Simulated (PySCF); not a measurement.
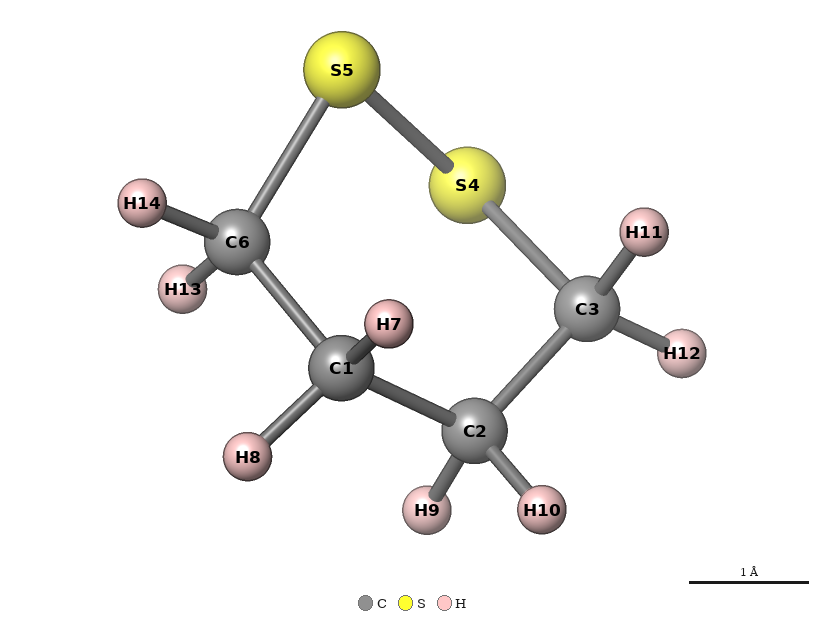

Orthographic view. Atoms fade into the background with distance from the viewer. Geometry: a frame of a GFN2-xTB molecular-dynamics simulation, not a minimum.

Write a MOL file (V2000) with the atoms in numerical order, bonds sorted by atom number with the orders drawn, and coordinates in the frame of the picture: x right, y up, z towards the viewer, origin at the mean position.

```
C4H8S2
                    3D

 14 14  0  0  0  0  0  0  0  0999 V2000
   -0.5600   -0.4100    0.8700 C   0  0  0  0  0  0  0  0  0  0  0  0
    0.5700   -0.9400   -0.0700 C   0  0  0  0  0  0  0  0  0  0  0  0
    1.5200    0.1000   -0.5900 C   0  0  0  0  0  0  0  0  0  0  0  0
    0.5100    1.1400   -1.7300 S   0  0  0  0  0  0  0  0  0  0  0  0
   -0.5500    2.1200   -0.3000 S   0  0  0  0  0  0  0  0  0  0  0  0
   -1.4400    0.6600    0.1900 C   0  0  0  0  0  0  0  0  0  0  0  0
   -0.1600   -0.0300    1.8400 H   0  0  0  0  0  0  0  0  0  0  0  0
   -1.3500   -1.1500    1.0800 H   0  0  0  0  0  0  0  0  0  0  0  0
    0.1600   -1.6100   -0.8500 H   0  0  0  0  0  0  0  0  0  0  0  0
    1.1400   -1.6000    0.5300 H   0  0  0  0  0  0  0  0  0  0  0  0
    2.0000    0.7500    0.1400 H   0  0  0  0  0  0  0  0  0  0  0  0
    2.3200   -0.2800   -1.2700 H   0  0  0  0  0  0  0  0  0  0  0  0
   -1.9000    0.2600   -0.7100 H   0  0  0  0  0  0  0  0  0  0  0  0
   -2.2400    0.9900    0.8700 H   0  0  0  0  0  0  0  0  0  0  0  0
  1  2  1  0
  1  6  1  0
  1  7  1  0
  1  8  1  0
  2  3  1  0
  2  9  1  0
  2 10  1  0
  3  4  1  0
  3 11  1  0
  3 12  1  0
  4  5  1  0
  5  6  1  0
  6 13  1  0
  6 14  1  0
M  END
```
